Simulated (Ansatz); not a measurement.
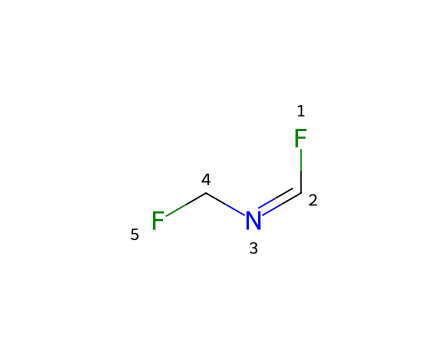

A structural formula, with wedges where it has stereocentres; small numbers name the atoms. The configuration is that of a computed structure (PBE0-D4/def2-TZVP).

**What are the Cahn–Ingold–Prelog descriptors?**

C2=N3: Z.

**Write the isomeric SMILES.**

F/C=N\CF
